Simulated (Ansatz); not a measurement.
## Molecular dynamics of BSiH2OF (part 2 of 2)

The same run, continued: BSiH2OF; RKS PBE/6-31G* (Ansatz 0.2.0). The geometry comes from this level: PBE0-D4/def2-TZVP.

Geometry of the input (Å):
```
F  -1.7545  -0.5572  -0.9217
Si -0.3882  0.1977  -0.6123
B  0.4679  0.1256  1.0646
O  0.7703  -0.8219  0.1463
H  0.0982  0.7183  -1.9037
H  0.8482  0.2734  2.1808
```

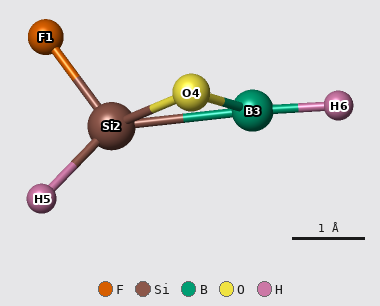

**Figure 1.** The geometry at step 19 of the log (ball-and-stick view, seen at a tilt; atoms are numbered from 1 in the order of the input).

Trajectory as extended XYZ, continued
```
6
Properties=species:S:1:pos:R:3:forces:R:3 step=8 time_fs=4.0 energy=-13341.49236 temperature=570.2
F    -1.7888   -0.5614   -0.9240    0.2802   0.0531   0.0050
Si   -0.3723    0.1931   -0.6285   -1.5199   0.7629   0.5073
B     0.4733    0.1036    1.1031   -0.3193   1.0073   0.3686
O     0.7733   -0.7850    0.1502    1.4270  -2.1074  -0.2893
H     0.1207    0.6541   -1.9210    0.2909   0.2181  -0.5491
H     0.9248    0.1936    2.2162   -0.1589   0.0659  -0.0425
6
Properties=species:S:1:pos:R:3:forces:R:3 step=9 time_fs=4.5 energy=-13341.48428 temperature=554.6
F    -1.7932   -0.5620   -0.9243    0.4169   0.1173   0.0255
Si   -0.3708    0.1928   -0.6303   -1.5941   0.7584   0.4486
B     0.4737    0.1018    1.1083   -0.3047   1.0029   0.3316
O     0.7745   -0.7817    0.1505    1.4384  -2.1336  -0.2764
H     0.1271    0.6487   -1.9299    0.2425   0.1802  -0.4359
H     0.9336    0.1842    2.2215   -0.1989   0.0747  -0.0933
6
Properties=species:S:1:pos:R:3:forces:R:3 step=10 time_fs=5.0 energy=-13341.47577 temperature=538.1
F    -1.7974   -0.5625   -0.9246    0.5468   0.1783   0.0443
Si   -0.3694    0.1927   -0.6321   -1.6456   0.7551   0.3731
B     0.4740    0.1002    1.1135   -0.2862   0.9801   0.2729
O     0.7760   -0.7787    0.1508    1.4359  -2.1355  -0.2513
H     0.1339    0.6437   -1.9398    0.1850   0.1368  -0.3026
H     0.9420    0.1749    2.2266   -0.2360   0.0852  -0.1364
6
Properties=species:S:1:pos:R:3:forces:R:3 step=11 time_fs=5.5 energy=-13341.46639 temperature=519.9
F    -1.8017   -0.5631   -0.9249    0.6697   0.2360   0.0612
Si   -0.3681    0.1925   -0.6339   -1.6767   0.7500   0.2894
B     0.4742    0.0988    1.1188   -0.2653   0.9400   0.1911
O     0.7777   -0.7760    0.1510    1.4196  -2.1142  -0.2148
H     0.1413    0.6391   -1.9505    0.1217   0.0910  -0.1575
H     0.9498    0.1659    2.2313   -0.2689   0.0972  -0.1694
6
Properties=species:S:1:pos:R:3:forces:R:3 step=12 time_fs=6.0 energy=-13341.45581 temperature=499.4
F    -1.8058   -0.5636   -0.9252    0.7852   0.2902   0.0764
Si   -0.3670    0.1925   -0.6356   -1.6904   0.7404   0.2056
B     0.4744    0.0976    1.1242   -0.2435   0.8844   0.0856
O     0.7797   -0.7737    0.1512    1.3899  -2.0711  -0.1681
H     0.1489    0.6346   -1.9615    0.0555   0.0457  -0.0086
H     0.9570    0.1571    2.2357   -0.2967   0.1105  -0.1909
6
Properties=species:S:1:pos:R:3:forces:R:3 step=13 time_fs=6.5 energy=-13341.44394 temperature=476.4
F    -1.8098   -0.5641   -0.9255    0.8931   0.3408   0.0899
Si   -0.3661    0.1925   -0.6373   -1.6896   0.7240   0.1287
B     0.4745    0.0966    1.1296   -0.2219   0.8152  -0.0429
O     0.7818   -0.7716    0.1514    1.3475  -2.0081  -0.1127
H     0.1566    0.6303   -1.9725   -0.0105   0.0032   0.1368
H     0.9634    0.1486    2.2396   -0.3187   0.1249  -0.1999
6
Properties=species:S:1:pos:R:3:forces:R:3 step=14 time_fs=7.0 energy=-13341.43087 temperature=451.2
F    -1.8137   -0.5645   -0.9258    0.9934   0.3880   0.1019
Si   -0.3653    0.1925   -0.6390   -1.6768   0.6994   0.0646
B     0.4746    0.0958    1.1350   -0.2016   0.7346  -0.1927
O     0.7841   -0.7699    0.1516    1.2933  -1.9274  -0.0502
H     0.1644    0.6260   -1.9833   -0.0739  -0.0347   0.2729
H     0.9691    0.1403    2.2430   -0.3345   0.1401  -0.1964
6
Properties=species:S:1:pos:R:3:forces:R:3 step=15 time_fs=7.5 energy=-13341.41689 temperature=424.2
F    -1.8175   -0.5649   -0.9260    1.0860   0.4316   0.1123
Si   -0.3646    0.1927   -0.6407   -1.6544   0.6658   0.0175
B     0.4746    0.0952    1.1403   -0.1833   0.6450  -0.3614
O     0.7866   -0.7684    0.1517    1.2284  -1.8314   0.0173
H     0.1719    0.6216   -1.9933   -0.1327  -0.0666   0.3948
H     0.9740    0.1324    2.2459   -0.3440   0.1556  -0.1806
6
Properties=species:S:1:pos:R:3:forces:R:3 step=16 time_fs=8.0 energy=-13341.40240 temperature=396.3
F    -1.8212   -0.5652   -0.9263    1.1709   0.4717   0.1212
Si   -0.3641    0.1928   -0.6425   -1.6247   0.6227  -0.0096
B     0.4746    0.0947    1.1455   -0.1675   0.5489  -0.5456
O     0.7894   -0.7673    0.1519    1.1540  -1.7228   0.0882
H     0.1791    0.6170   -2.0024   -0.1853  -0.0918   0.4993
H     0.9781    0.1249    2.2484   -0.3474   0.1713  -0.1535
6
Properties=species:S:1:pos:R:3:forces:R:3 step=17 time_fs=8.5 energy=-13341.38787 temperature=368.2
F    -1.8246   -0.5655   -0.9265    1.2482   0.5083   0.1289
Si   -0.3637    0.1931   -0.6442   -1.5896   0.5705  -0.0150
B     0.4746    0.0943    1.1507   -0.1544   0.4488  -0.7415
O     0.7922   -0.7663    0.1520    1.0715  -1.6043   0.1606
H     0.1859    0.6122   -2.0104   -0.2306  -0.1099   0.5839
H     0.9813    0.1178    2.2506   -0.3451   0.1866  -0.1168
6
Properties=species:S:1:pos:R:3:forces:R:3 step=18 time_fs=9.0 energy=-13341.37379 temperature=341.0
F    -1.8280   -0.5657   -0.9267    1.3180   0.5415   0.1352
Si   -0.3635    0.1934   -0.6459   -1.5507   0.5096   0.0021
B     0.4745    0.0940    1.1556   -0.1439   0.3467  -0.9447
O     0.7953   -0.7657    0.1522    0.9824  -1.4783   0.2327
H     0.1922    0.6072   -2.0169   -0.2677  -0.1208   0.6473
H     0.9838    0.1111    2.2524   -0.3381   0.2013  -0.0726
6
Properties=species:S:1:pos:R:3:forces:R:3 step=19 time_fs=9.5 energy=-13341.36059 temperature=315.6
F    -1.8312   -0.5659   -0.9269    1.3805   0.5712   0.1403
Si   -0.3633    0.1937   -0.6476   -1.5097   0.4409   0.0418
B     0.4744    0.0938    1.1604   -0.1355   0.2449  -1.1504
O     0.7985   -0.7652    0.1525    0.8881  -1.3475   0.3032
H     0.1978    0.6019   -2.0219   -0.2962  -0.1246   0.6886
H     0.9854    0.1049    2.2541   -0.3273   0.2152  -0.0235
6
Properties=species:S:1:pos:R:3:forces:R:3 step=20 time_fs=10.0 energy=-13341.34864 temperature=292.5
F    -1.8342   -0.5659   -0.9271    1.4358   0.5975   0.1442
Si   -0.3634    0.1941   -0.6493   -1.4680   0.3653   0.1037
B     0.4742    0.0937    1.1649   -0.1284   0.1450  -1.3534
O     0.8018   -0.7650    0.1527    0.7901  -1.2142   0.3705
H     0.2026    0.5962   -2.0252   -0.3155  -0.1215   0.7074
H     0.9862    0.0992    2.2557   -0.3140   0.2280   0.0276
6
Properties=species:S:1:pos:R:3:forces:R:3 step=21 time_fs=10.5 energy=-13341.33821 temperature=272.3
F    -1.8370   -0.5659   -0.9273    1.4842   0.6204   0.1470
Si   -0.3635    0.1945   -0.6510   -1.4271   0.2839   0.1871
B     0.4740    0.0936    1.1691   -0.1217   0.0487  -1.5487
O     0.8053   -0.7649    0.1531    0.6898  -1.0806   0.4335
H     0.2068    0.5903   -2.0269   -0.3254  -0.1119   0.7036
H     0.9863    0.0941    2.2574   -0.2998   0.2396   0.0774
6
Properties=species:S:1:pos:R:3:forces:R:3 step=22 time_fs=11.0 energy=-13341.32948 temperature=255.5
F    -1.8396   -0.5658   -0.9274    1.5257   0.6399   0.1488
Si   -0.3638    0.1949   -0.6527   -1.3882   0.1978   0.2911
B     0.4738    0.0935    1.1729   -0.1143  -0.0428  -1.7312
O     0.8088   -0.7650    0.1535    0.5887  -0.9487   0.4914
H     0.2101    0.5841   -2.0268   -0.3256  -0.0962   0.6773
H     0.9856    0.0895    2.2593   -0.2862   0.2499   0.1225
6
Properties=species:S:1:pos:R:3:forces:R:3 step=23 time_fs=11.5 energy=-13341.32248 temperature=241.9
F    -1.8420   -0.5657   -0.9275    1.5605   0.6561   0.1497
Si   -0.3641    0.1953   -0.6543   -1.3525   0.1083   0.4146
B     0.4736    0.0934    1.1764   -0.1051  -0.1284  -1.8962
O     0.8124   -0.7653    0.1540    0.4879  -0.8203   0.5433
H     0.2127    0.5777   -2.0251   -0.3160  -0.0747   0.6289
H     0.9843    0.0856    2.2615   -0.2747   0.2590   0.1597
6
Properties=species:S:1:pos:R:3:forces:R:3 step=24 time_fs=12.0 energy=-13341.31714 temperature=231.6
F    -1.8443   -0.5654   -0.9276    1.5888   0.6688   0.1495
Si   -0.3646    0.1958   -0.6559   -1.3210   0.0167   0.5561
B     0.4733    0.0933    1.1794   -0.0932  -0.2073  -2.0397
O     0.8162   -0.7656    0.1545    0.3888  -0.6970   0.5887
H     0.2145    0.5711   -2.0220   -0.2968  -0.0481   0.5592
H     0.9823    0.0822    2.2641   -0.2666   0.2669   0.1862
6
Properties=species:S:1:pos:R:3:forces:R:3 step=25 time_fs=12.5 energy=-13341.31328 temperature=224.1
F    -1.8463   -0.5651   -0.9277    1.6108   0.6782   0.1485
Si   -0.3653    0.1962   -0.6575   -1.2944  -0.0759   0.7139
B     0.4731    0.0931    1.1820   -0.0778  -0.2789  -2.1584
O     0.8199   -0.7661    0.1552    0.2923  -0.5801   0.6270
H     0.2156    0.5644   -2.0175   -0.2680  -0.0170   0.4693
H     0.9797    0.0795    2.2671   -0.2629   0.2737   0.1997
6
Properties=species:S:1:pos:R:3:forces:R:3 step=26 time_fs=13.0 energy=-13341.31063 temperature=218.9
F    -1.8481   -0.5647   -0.9278    1.6265   0.6841   0.1466
Si   -0.3660    0.1966   -0.6590   -1.2729  -0.1679   0.8857
B     0.4728    0.0928    1.1841   -0.0587  -0.3426  -2.2499
O     0.8238   -0.7667    0.1559    0.1996  -0.4708   0.6579
H     0.2161    0.5576   -2.0118   -0.2303   0.0180   0.3609
H     0.9764    0.0775    2.2705   -0.2640   0.2793   0.1988
6
Properties=species:S:1:pos:R:3:forces:R:3 step=27 time_fs=13.5 energy=-13341.30891 temperature=215.5
F    -1.8498   -0.5641   -0.9279    1.6360   0.6865   0.1438
Si   -0.3668    0.1971   -0.6605   -1.2564  -0.2579   1.0684
B     0.4725    0.0925    1.1857   -0.0362  -0.3981  -2.3130
O     0.8276   -0.7673    0.1567    0.1113  -0.3700   0.6810
H     0.2160    0.5509   -2.0053   -0.1846   0.0557   0.2367
H     0.9725    0.0761    2.2745   -0.2702   0.2838   0.1831
6
Properties=species:S:1:pos:R:3:forces:R:3 step=28 time_fs=14.0 energy=-13341.30785 temperature=213.5
F    -1.8512   -0.5636   -0.9279    1.6394   0.6853   0.1403
Si   -0.3678    0.1975   -0.6618   -1.2440  -0.3440   1.2577
B     0.4722    0.0921    1.1868   -0.0108  -0.4448  -2.3477
O     0.8315   -0.7680    0.1577    0.0284  -0.2788   0.6961
H     0.2155    0.5443   -1.9983   -0.1321   0.0950   0.1005
H     0.9680    0.0754    2.2789   -0.2808   0.2872   0.1531
6
Properties=species:S:1:pos:R:3:forces:R:3 step=29 time_fs=14.5 energy=-13341.30730 temperature=212.4
F    -1.8524   -0.5629   -0.9279    1.6368   0.6806   0.1360
Si   -0.3688    0.1979   -0.6630   -1.2342  -0.4245   1.4486
B     0.4718    0.0916    1.1874    0.0163  -0.4824  -2.3548
O     0.8353   -0.7687    0.1587   -0.0487  -0.1977   0.7030
H     0.2146    0.5380   -1.9910   -0.0751   0.1345  -0.0430
H     0.9628    0.0754    2.2837   -0.2951   0.2895   0.1102
6
Properties=species:S:1:pos:R:3:forces:R:3 step=30 time_fs=15.0 energy=-13341.30726 temperature=212.4
F    -1.8534   -0.5621   -0.9279    1.6281   0.6721   0.1310
Si   -0.3700    0.1982   -0.6641   -1.2248  -0.4973   1.6346
B     0.4715    0.0910    1.1874    0.0436  -0.5105  -2.3362
O     0.8392   -0.7695    0.1599   -0.1193  -0.1273   0.7014
H     0.2136    0.5320   -1.9838   -0.0159   0.1726  -0.1874
H     0.9569    0.0761    2.2887   -0.3117   0.2905   0.0567
```

Summary

```json
{"quantity": "outcome", "value": "finished"}
{"quantity": "mean temperature over the second half", "value": "277 K"}
{"quantity": "trajectory", "value": "30 steps, 15 fs"}
{"quantity": "ensemble", "value": "nve"}
{"quantity": "temperature in the input", "value": "700 K"}
{"quantity": "time step", "value": "0.5 fs"}
{"quantity": "potential energy (last step)", "value": "−13341.3073 eV"}
{"quantity": "SCF solution under orbital rotations (last step)", "value": "stable"}
{"quantity": "largest force (length of the vector) (last step)", "value": "2.392 eV/Å"}
{"quantity": "dipole moment (last step)", "value": "1.31 D"}
{"quantity": "hardware", "value": "2 threads of Arm Neoverse V1, 23 GiB of memory available, shared host"}
{"quantity": "wall time", "value": "28 s (CPU time 52 s)"}
{"quantity": "peak memory", "value": "0.33 GiB"}
```

Notes

So short a trajectory is not equilibrated.
